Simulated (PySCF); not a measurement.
**Two runs on C$_{6}$H$_{9}$N$_{3}$**

System: C$_{6}$H$_{9}$N$_{3}$, SMILES C=CCn1cc(C)nn1.
Method of run A: GIAO PBE0/pcSseg-1 NMR shielding, non-relativistic, IEF-PCM tetrahydrofuran (PySCF 2.14.0).

The geometry comes from this level: PBE0-D3(BJ)/def2-SVP. Text and figures count atoms from 1; the logs count them from 0 in places.

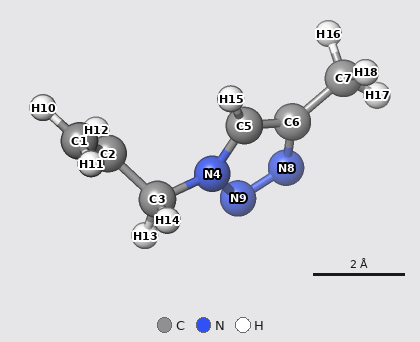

**Figure 1.** The structure (ball-and-stick view, seen at a tilt; atoms are numbered from 1 in the order of the input). Bond lengths as drawn: C–C 1.33 to 1.50 Å, C–H 1.09 to 1.10 Å, C–N 1.35 to 1.45 Å and N–N 1.29 to 1.33 Å.

Input file, run A:
```
{"job": {"kind": "nmr", "xc": "PBE0", "basis": "pcSseg-1", "solvent": "tetrahydrofuran", "pop": false}, "charge": 0, "multiplicity": 1}
C     -3.190328     0.727345     0.286686
C     -2.247226     0.505068    -0.628171
C     -1.452530    -0.758892    -0.724371
N     -0.026803    -0.513225    -0.667718
C      0.683208     0.146083     0.278186
C      1.990538     0.060648    -0.161388
C      3.248070     0.597272     0.426563
N      1.982202    -0.636276    -1.328912
N      0.772816    -0.975082    -1.624760
H     -3.759294     1.660129     0.304587
H     -3.436258    -0.021183     1.047229
H     -2.013922     1.270129    -1.378121
H     -1.612663    -1.257699    -1.692350
H     -1.741247    -1.463911     0.071833
H      0.215533     0.606519     1.144081
H      3.309643     1.692581     0.327877
H      4.103651     0.161519    -0.106101
H      3.338632     0.352244     1.495068
```

The first line tells a small driver script what to run in PySCF; the rest is the geometry in Å.

Command:
```bash
OMP_NUM_THREADS=1 python <driver script> task.json out
```

Hardware: 1 CPU thread, shared host.

Output (run A):
```
coarse grid: 15288 points
cycle   1  E = -397.6485817044  dE =  1.472e+00  |g| = 4.756e-01  |ddm| = 3.965e+00
cycle   2  E = -397.5912881460  dE =  5.729e-02  |g| = 7.151e-01  |ddm| = 9.216e-01
cycle   3  E = -397.6986766030  dE = -1.074e-01  |g| = 1.296e-01  |ddm| = 5.921e-01
cycle   4  E = -397.7019750768  dE = -3.298e-03  |g| = 4.242e-02  |ddm| = 1.197e-01
cycle   5  E = -397.7023765629  dE = -4.015e-04  |g| = 1.005e-02  |ddm| = 4.133e-02
cycle   6  E = -397.7023948896  dE = -1.833e-05  |g| = 4.135e-03  |ddm| = 1.138e-02
cycle   7  E = -397.7023984598  dE = -3.570e-06  |g| = 6.889e-04  |ddm| = 3.325e-03
final grid: 148576 points
cycle   8  E = -397.7519127830  dE = -3.906e-05  |g| = 6.960e-03  |ddm| = 3.463e-02
cycle   9  E = -397.7519137092  dE = -9.262e-07  |g| = 6.847e-03  |ddm| = 1.245e-02
cycle  10  E = -397.7519250920  dE = -1.138e-05  |g| = 1.089e-03  |ddm| = 5.876e-03
cycle  11  E = -397.7519253683  dE = -2.762e-07  |g| = 2.406e-04  |ddm| = 1.022e-03
cycle  12  E = -397.7519253790  dE = -1.073e-08  |g| = 1.075e-04  |ddm| = 2.381e-04
cycle  13  E = -397.7519253813  dE = -2.320e-09  |g| = 2.563e-05  |ddm| = 8.993e-05
cycle  14  E = -397.7519253814  dE = -1.182e-10  |g| = 9.746e-06  |ddm| = 2.810e-05
converged SCF energy = -397.7519253814

GIAO shielding tensors (ppm)
atom      isotropic    diamagn.    paramagn.     s11        s22        s33       span
  0 C       55.097     254.021    -198.924    -60.108     67.083    158.315    218.423
  1 C       41.110     257.224    -216.114    -81.545     50.208    154.667    236.211
  2 C      129.587     244.544    -114.957    110.070    125.459    153.232     43.162
  3 N      -14.111     332.633    -346.744   -163.618     16.571    104.714    268.332
  4 C       56.592     253.804    -197.211    -23.382     46.811    146.348    169.730
  5 C       35.702     261.153    -225.451    -33.867     23.793    117.179    151.046
  6 C      172.060     244.883     -72.823    161.329    164.746    190.104     28.774
  7 N     -113.235     334.214    -447.449   -319.951   -173.162    153.408    473.359
  8 N     -126.537     320.641    -447.178   -341.056   -134.663     96.109    437.165
  9 H       25.478      27.730      -2.252     22.431     24.889     29.114      6.683
 10 H       25.283      30.206      -4.923     21.413     25.284     29.151      7.738
 11 H       25.018      31.354      -6.336     22.166     24.821     28.066      5.899
 12 H       25.964      29.226      -3.262     21.451     26.220     30.222      8.770
 13 H       26.702      30.838      -4.137     23.878     25.230     30.996      7.118
 14 H       23.520      34.577     -11.057     20.463     22.092     28.005      7.542
 15 H       28.799      27.289       1.510     24.469     26.683     35.244     10.775
 16 H       28.666      26.033       2.633     23.951     27.560     34.487     10.536
 17 H       28.822      27.651       1.171     24.018     27.434     35.013     10.995
```

The input of run B differs as follows (lines with − go, lines with + come):
```diff
-"solvent": "tetrahydrofuran"
-"pop": false
+"solvent": "benzene"
+"pop": true
```

How does run B compare with run A?

The total energy of run B is 3.4 kcal/mol higher: the change of the electrostatic solvation energy at this fixed geometry, without cavity or dispersion terms. The HOMO goes from −7.28 to −7.22 eV. The dipole moment goes from 5.83 to 5.20 D. Of all shieldings, the largest change is that of N8, by −6.8 ppm. The number of SCF iterations is the same.

Output (run B):
```
coarse grid: 15288 points
cycle   1  E = -397.6407913575  dE =  1.480e+00  |g| = 4.841e-01  |ddm| = 3.965e+00
cycle   2  E = -397.5731258725  dE =  6.767e-02  |g| = 7.543e-01  |ddm| = 9.929e-01
cycle   3  E = -397.6925853209  dE = -1.195e-01  |g| = 1.395e-01  |ddm| = 6.591e-01
cycle   4  E = -397.6964685088  dE = -3.883e-03  |g| = 4.456e-02  |ddm| = 1.312e-01
cycle   5  E = -397.6969131534  dE = -4.446e-04  |g| = 1.094e-02  |ddm| = 4.640e-02
cycle   6  E = -397.6969351500  dE = -2.200e-05  |g| = 4.328e-03  |ddm| = 1.210e-02
cycle   7  E = -397.6969390308  dE = -3.881e-06  |g| = 7.269e-04  |ddm| = 3.425e-03
final grid: 148576 points
cycle   8  E = -397.7464931642  dE = -3.877e-05  |g| = 7.024e-03  |ddm| = 3.500e-02
cycle   9  E = -397.7464936289  dE = -4.646e-07  |g| = 7.050e-03  |ddm| = 1.280e-02
cycle  10  E = -397.7465056862  dE = -1.206e-05  |g| = 1.228e-03  |ddm| = 6.253e-03
cycle  11  E = -397.7465060383  dE = -3.521e-07  |g| = 2.551e-04  |ddm| = 1.179e-03
cycle  12  E = -397.7465060502  dE = -1.188e-08  |g| = 1.170e-04  |ddm| = 2.576e-04
cycle  13  E = -397.7465060529  dE = -2.706e-09  |g| = 2.743e-05  |ddm| = 9.870e-05
cycle  14  E = -397.7465060530  dE = -1.346e-10  |g| = 1.127e-05  |ddm| = 3.249e-05
converged SCF energy = -397.7465060530

GIAO shielding tensors (ppm)
atom      isotropic    diamagn.    paramagn.     s11        s22        s33       span
  0 C       56.007     254.058    -198.052    -58.912     69.266    157.666    216.578
  1 C       40.800     257.226    -216.426    -81.918     49.766    154.551    236.469
  2 C      129.544     244.575    -115.031    110.346    125.468    152.817     42.471
  3 N      -10.500     332.780    -343.280   -160.999     24.549    104.951    265.950
  4 C       58.216     254.437    -196.221    -21.980     50.669    145.961    167.941
  5 C       36.238     260.924    -224.686    -34.258     25.780    117.193    151.451
  6 C      171.877     245.223     -73.346    161.243    164.608    189.781     28.538
  7 N     -120.043     332.660    -452.704   -335.195   -176.993    152.058    487.253
  8 N     -131.753     319.707    -451.460   -353.361   -135.951     94.055    447.416
  9 H       25.572      27.804      -2.233     22.518     24.953     29.244      6.725
 10 H       25.394      30.346      -4.951     21.507     25.428     29.247      7.740
 11 H       25.053      31.402      -6.349     22.183     24.888     28.089      5.906
 12 H       25.960      29.269      -3.310     21.503     26.133     30.243      8.739
 13 H       26.852      31.069      -4.217     24.045     25.388     31.123      7.077
 14 H       23.752      34.842     -11.091     20.843     22.193     28.218      7.375
 15 H       28.870      27.480       1.390     24.550     26.801     35.260     10.709
 16 H       28.585      26.103       2.482     23.901     27.429     34.423     10.522
 17 H       28.929      27.873       1.056     24.143     27.598     35.046     10.904
```

The two runs side by side:

```csv
quantity,run A,run B
outcome,converged,converged
total energy (hartree),−397.751925,−397.746506
HOMO (eV),−7.28,−7.22
LUMO (eV),−0.22,−0.27
dipole moment (D),5.83,5.20
shielding of C1 (ppm),55.1,56.0
shielding of C2 (ppm),41.1,40.8
shielding of N4 (ppm),−14.1,−10.5
shielding of C5 (ppm),56.6,58.2
shielding of C6 (ppm),35.7,36.2
shielding of N8 (ppm),−113.2,−120.0
shielding of N9 (ppm),−126.5,−131.8
SCF iterations,14,14
basis functions,198,198
wall time (shared host),52 s,57 s
```
